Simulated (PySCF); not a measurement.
# GaO₂: a ladder of methods

Aim: at the PBE0 minimum of doublet GaO₂, found before, compare methods on energies and levels.

Program: PySCF 2.14.0. Level of theory: several methods, basis Ga def2-TZVP, O def2-TZVP, no relativity, density fitting. These are calculated values, not measurements.

### Step 1. Starting geometry

3 atoms, charge 0, spin multiplicity 2.

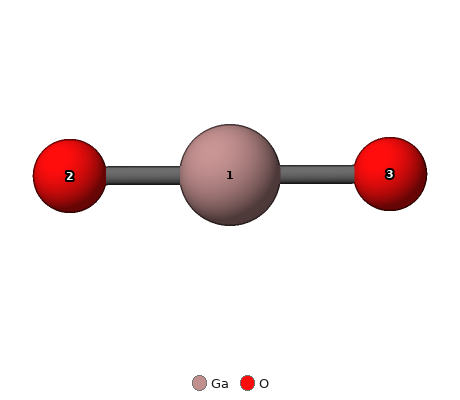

The starting geometry (gallium pink, oxygen red); atoms are numbered from 1 in the order of the file.

Coordinates in bohr (charge 0 multiplicity 2):
```
Ga    0.0000    0.0000    0.0000
O     0.0000    0.0000    3.1854
O     0.0000    0.0000   -3.1854
```

### Step 2. CCSD(T)

The steps are one call of a driver around PySCF; scf.py gives each level's set-up. Each SCF starts from the density of the minimum.

scf.py

```python
from pyscf import gto, scf, dft
mol = gto.M(atom='''
Ga     0.000000     0.000000     0.000000
O      0.000000     0.000000     1.685653
O     -0.000000     0.000000    -1.685653''',
    basis={'Ga': 'def2-TZVP', 'O': 'def2-TZVP'},
    charge=0, spin=1)
mf = scf.UHF(mol)
aux = {'Ga': 'def2-universal-JKFIT', 'O': 'def2-universal-JKFIT'}
mf = mf.density_fit(auxbasis=aux)
mf.conv_tol = 1e-08
mf.diis_space = 10
mf.max_cycle = 60
mf.verbose = 4
mf.kernel()
from pyscf import cc
mycc = cc.CCSD(mf, frozen=11).run()
mycc.ccsd_t()
```

On the command line:

```bash
OMP_NUM_THREADS=4 python axn.py task.json out
```

What it wrote:

```text
init E= -2072.8840995907
[... the frontier-level lines of each cycle are left out ...]
cycle= 1 E= -2072.92290183916  delta_E= -0.0388  |g|= 0.119  |ddm|= 0.235
cycle= 2 E= -2072.93139310294  delta_E= -0.00849  |g|= 0.0773  |ddm|= 0.121
cycle= 3 E= -2072.93462388636  delta_E= -0.00323  |g|= 0.035  |ddm|= 0.0475
cycle= 4 E= -2072.93853172417  delta_E= -0.00391  |g|= 0.0169  |ddm|= 0.0875
cycle= 5 E= -2072.93967594428  delta_E= -0.00114  |g|= 0.00912  |ddm|= 0.0602
cycle= 6 E= -2072.93982850498  delta_E= -0.000153  |g|= 0.00411  |ddm|= 0.0215
cycle= 7 E= -2072.9398731814  delta_E= -4.47e-05  |g|= 0.00195  |ddm|= 0.011
cycle= 8 E= -2072.93988433402  delta_E= -1.12e-05  |g|= 0.000558  |ddm|= 0.00728
cycle= 9 E= -2072.93988489701  delta_E= -5.63e-07  |g|= 0.000253  |ddm|= 0.00155
cycle= 10 E= -2072.93988493333  delta_E= -3.63e-08  |g|= 9.28e-05  |ddm|= 0.000194
cycle= 11 E= -2072.93988494492  delta_E= -1.16e-08  |g|= 2.88e-05  |ddm|= 0.000142
cycle= 12 E= -2072.93988494641  delta_E= -1.49e-09  |g|= 1.05e-05  |ddm|= 4.92e-05
Extra cycle  E= -2072.93988494657  delta_E= -1.56e-10  |g|= 6.6e-06  |ddm|= 1.03e-05
converged SCF energy = -2072.93988494657  <S^2> = 1.195627  2S+1 = 2.4046846
CCSD nocc = (np.int64(13), np.int64(12)), nmo = (99, 99)
Init t2, MP2 energy = -0.631714846328692
UCCSD converged
E(UCCSD) = -2073.599985916497  E_corr = -0.6601009699313753
UCCSD(T) correction = -0.0338429809802644
```

This level ran for 5.7 min (4 threads of Arm Neoverse V2, shared host).

| Quantity | Value |
| --- | --- |
| energy | -2073.633829 Eh |
| MP2 correlation in its own fitting basis (same spin, opposite spin) | -0.63172 Eh (-0.18574, -0.44597) |
| CCSD, (T) | -0.66010, -0.03384 Eh; T1 0.058, D1 0.334 |

### Step 3. HF

scf.py, as its differences from that of step 2:

```diff
@@ -16,3 +15,0 @@
-from pyscf import cc
-mycc = cc.CCSD(mf, frozen=11).run()
-mycc.ccsd_t()
```

The SCF cycles repeat those of step 2.

This level took 0.5 s.

| Quantity | Value |
| --- | --- |
| energy | -2072.939885 Eh |
| Mulliken charge of Ga1 | +0.77 e |

### Step 4. PBE0

scf.py, as its differences from that of step 3:

```diff
@@ -8 +8,2 @@
-mf = scf.UHF(mol)
+mf = dft.UKS(mol, xc='PBE0')
+mf.grids.atom_grid = (75, 302)
```

What it wrote:

```text
init E= -2074.86037332122
[... the frontier-level lines of each cycle are left out ...]
cycle= 1 E= -2074.86037314497  delta_E= 1.76e-07  |g|= 0.00064  |ddm|= 0.000392
cycle= 2 E= -2074.86036843136  delta_E= 4.71e-06  |g|= 0.00331  |ddm|= 0.00203
cycle= 3 E= -2074.86037332792  delta_E= -4.9e-06  |g|= 2.23e-05  |ddm|= 0.0017
cycle= 4 E= -2074.8603733281  delta_E= -1.88e-10  |g|= 1.2e-06  |ddm|= 1.2e-05
Extra cycle  E= -2074.8603733281  delta_E= 9.09e-13  |g|= 1.58e-06  |ddm|= 1.18e-06
converged SCF energy = -2074.8603733281  <S^2> = 0.80370425  2S+1 = 2.053002
```

This level took 1.3 s.

```
energy                 : -2074.860373 Eh
Mulliken charge of Ga1 : +0.65 e
```

### Step 5. PBE

scf.py, as its differences from that of step 4:

```diff
@@ -8 +8 @@
-mf = dft.UKS(mol, xc='PBE0')
+mf = dft.UKS(mol, xc='PBE')
```

What it wrote:

```text
init E= -2074.84753512427
[... the frontier-level lines of each cycle are left out ...]
cycle= 1 E= -2074.8519125611  delta_E= -0.00438  |g|= 0.0965  |ddm|= 0.153
cycle= 2 E= -2074.84669617568  delta_E= 0.00522  |g|= 0.167  |ddm|= 0.121
cycle= 3 E= -2074.84730105208  delta_E= -0.000605  |g|= 0.119  |ddm|= 0.117
cycle= 4 E= -2074.8492386353  delta_E= -0.00194  |g|= 0.0992  |ddm|= 0.119
cycle= 5 E= -2074.85391055498  delta_E= -0.00467  |g|= 0.0102  |ddm|= 0.0587
cycle= 6 E= -2074.85395681275  delta_E= -4.63e-05  |g|= 0.00123  |ddm|= 0.00858
cycle= 7 E= -2074.85395785374  delta_E= -1.04e-06  |g|= 0.000463  |ddm|= 0.00175
cycle= 8 E= -2074.85395798478  delta_E= -1.31e-07  |g|= 6.15e-05  |ddm|= 0.000502
cycle= 9 E= -2074.85395798752  delta_E= -2.74e-09  |g|= 1.42e-05  |ddm|= 8.55e-05
Extra cycle  E= -2074.85395798662  delta_E= 9.04e-10  |g|= 4.91e-05  |ddm|= 3.61e-05
converged SCF energy = -2074.85395798662  <S^2> = 0.76356734  2S+1 = 2.0135216
```

This level took 1.7 s.

| Quantity | Value |
| --- | --- |
| energy | -2074.853958 Eh |
| Mulliken charge of Ga1 | +0.55 e |

### Step 6. B3LYP

scf.py, as its differences from that of step 5:

```diff
@@ -8 +8 @@
-mf = dft.UKS(mol, xc='PBE')
+mf = dft.UKS(mol, xc='B3LYP')
```

What it wrote:

```text
init E= -2075.32623514074
[... the frontier-level lines of each cycle are left out ...]
cycle= 1 E= -2075.32732049643  delta_E= -0.00109  |g|= 0.0386  |ddm|= 0.0652
cycle= 2 E= -2075.32629651588  delta_E= 0.00102  |g|= 0.0704  |ddm|= 0.0488
cycle= 3 E= -2075.32759161647  delta_E= -0.0013  |g|= 0.0111  |ddm|= 0.0376
cycle= 4 E= -2075.32761036999  delta_E= -1.88e-05  |g|= 0.00882  |ddm|= 0.0087
cycle= 5 E= -2075.3276427192  delta_E= -3.23e-05  |g|= 0.00263  |ddm|= 0.00571
cycle= 6 E= -2075.32764580658  delta_E= -3.09e-06  |g|= 0.000292  |ddm|= 0.00168
cycle= 7 E= -2075.32764599591  delta_E= -1.89e-07  |g|= 9.95e-05  |ddm|= 0.000799
cycle= 8 E= -2075.32764600435  delta_E= -8.44e-09  |g|= 2.53e-05  |ddm|= 0.000159
Extra cycle  E= -2075.32764600469  delta_E= -3.49e-10  |g|= 3.14e-05  |ddm|= 4.13e-05
converged SCF energy = -2075.32764600469  <S^2> = 0.79105772  2S+1 = 2.0406447
```

This level ran for 1.6 s (4 threads of Arm Neoverse V2, shared host).

| Property | Result |
| --- | --- |
| energy | -2075.327646 Eh |
| Mulliken charge of Ga1 | +0.65 e |

### Step 7. r2SCAN

scf.py, as its differences from that of step 6:

```diff
@@ -8,2 +8,2 @@
-mf = dft.UKS(mol, xc='B3LYP')
-mf.grids.atom_grid = (75, 302)
+mf = dft.UKS(mol, xc='R2SCAN')
+mf.grids.atom_grid = (90, 434)
```

What it wrote:

```text
init E= -2075.20250351508
[... the frontier-level lines of each cycle are left out ...]
cycle= 1 E= -2075.2044156341  delta_E= -0.00191  |g|= 0.0138  |ddm|= 0.0926
cycle= 2 E= -2075.20433349992  delta_E= 8.21e-05  |g|= 0.0218  |ddm|= 0.0182
cycle= 3 E= -2075.20346644617  delta_E= 0.000867  |g|= 0.0457  |ddm|= 0.0351
cycle= 4 E= -2075.20446708222  delta_E= -0.001  |g|= 0.00419  |ddm|= 0.0286
cycle= 5 E= -2075.20447419526  delta_E= -7.11e-06  |g|= 0.00196  |ddm|= 0.00295
cycle= 6 E= -2075.20447558888  delta_E= -1.39e-06  |g|= 0.000996  |ddm|= 0.00179
cycle= 7 E= -2075.20447613846  delta_E= -5.5e-07  |g|= 0.000159  |ddm|= 0.000995
cycle= 8 E= -2075.20447616751  delta_E= -2.9e-08  |g|= 5.51e-05  |ddm|= 0.00031
cycle= 9 E= -2075.20447617026  delta_E= -2.76e-09  |g|= 1.08e-05  |ddm|= 9.56e-05
Extra cycle  E= -2075.20447617018  delta_E= 8.69e-11  |g|= 2.36e-05  |ddm|= 2.44e-05
converged SCF energy = -2075.20447617018  <S^2> = 0.78439014  2S+1 = 2.0340994
```

This level took 6.9 s.

* energy: -2075.204476 Eh
* Mulliken charge of Ga1: +0.67 e

### Step 8. wB97X

scf.py, as its differences from that of step 7:

```diff
@@ -8,2 +8,2 @@
-mf = dft.UKS(mol, xc='R2SCAN')
-mf.grids.atom_grid = (90, 434)
+mf = dft.UKS(mol, xc='WB97X')
+mf.grids.atom_grid = (75, 302)
```

What it wrote:

```text
init E= -2075.26221121525
[... the frontier-level lines of each cycle are left out ...]
cycle= 1 E= -2075.26342638733  delta_E= -0.00122  |g|= 0.0278  |ddm|= 0.0713
cycle= 2 E= -2075.26344040421  delta_E= -1.4e-05  |g|= 0.0336  |ddm|= 0.0272
cycle= 3 E= -2075.26362935749  delta_E= -0.000189  |g|= 0.00275  |ddm|= 0.0137
cycle= 4 E= -2075.26363969279  delta_E= -1.03e-05  |g|= 0.0022  |ddm|= 0.00433
cycle= 5 E= -2075.26364296278  delta_E= -3.27e-06  |g|= 0.000831  |ddm|= 0.00202
cycle= 6 E= -2075.26364355452  delta_E= -5.92e-07  |g|= 0.000912  |ddm|= 0.00122
cycle= 7 E= -2075.26364406437  delta_E= -5.1e-07  |g|= 0.000135  |ddm|= 0.000816
cycle= 8 E= -2075.26364409988  delta_E= -3.55e-08  |g|= 3.74e-05  |ddm|= 0.000313
cycle= 9 E= -2075.26364410294  delta_E= -3.06e-09  |g|= 1.34e-05  |ddm|= 9.1e-05
Extra cycle  E= -2075.26364410326  delta_E= -3.24e-10  |g|= 8.31e-06  |ddm|= 2.41e-05
converged SCF energy = -2075.26364410326  <S^2> = 0.81483551  2S+1 = 2.0638173
```

This level took 1.8 s.

```
energy                 : -2075.263644 Eh
Mulliken charge of Ga1 : +0.65 e
```

### Step 9. Comparison of the levels

| level | atomisation energy (kJ/mol) | −ε(HOMO) (eV) | gap (eV) | wall time |
| --- | --- | --- | --- | --- |
| CCSD(T) | 704 | – | – | 5.7 min |
| HF | 224 | 8.21 | 8.13 | 0.5 s |
| PBE0 | 712 | 8.15 | 2.35 | 1.3 s |
| PBE | 839 | 7.22 | 0.29 | 1.7 s |
| B3LYP | 719 | 8.19 | 2.04 | 1.6 s |
| r2SCAN | 782 | 7.57 | 0.93 | 6.9 s |
| wB97X | 693 | 10.01 | 5.93 | 1.8 s |

Times are for 4 threads of Arm Neoverse V2, shared host; PBE0 starts from its own converged density, so its time is not comparable. A dash stands where a species or a free atom was not run at that level, or the quantity is not defined.

Atomisation goes to high-spin atoms in their ground configurations, run at the same level, without zero-point energy.

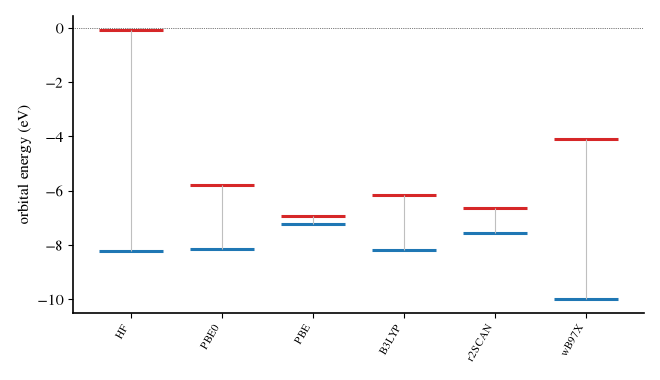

Highest occupied (blue) and lowest empty (red) levels by method.

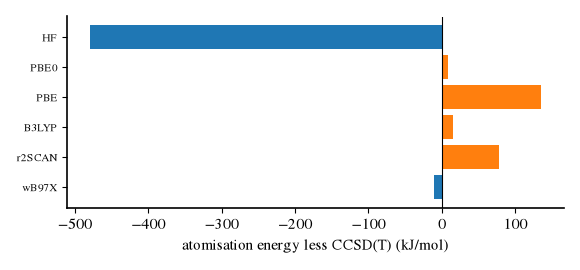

Deviation of the atomisation energy from CCSD(T).

### Step 10. Results

| quantity | value |
| --- | --- |
| atomisation energy, CCSD(T) in this basis | 704 kJ/mol |
| orbital gap, range | 0.29 (PBE) to 8.13 (HF) eV |
| T1, D1 | 0.058, 0.334 |

In atomisation energy the functionals lie from -10 kJ/mol (wB97X) to +135 kJ/mol (PBE) against CCSD(T). In a basis of this size CCSD(T) binds too weakly, often by tens of kJ/mol, while functionals are nearer their limits, so this ranks no functional. HF lacks the correlation that pairing electrons in bonds brings, so it binds too weakly, by 480 kJ/mol even against this CCSD(T). T1 is large, so single-reference CCSD(T) is itself in doubt here. Spin contamination is strong in at least one of the open-shell species at CCSD(T), HF. The determinant is spin-contaminated (⟨S²⟩ = 1.20, pure value 0.75).
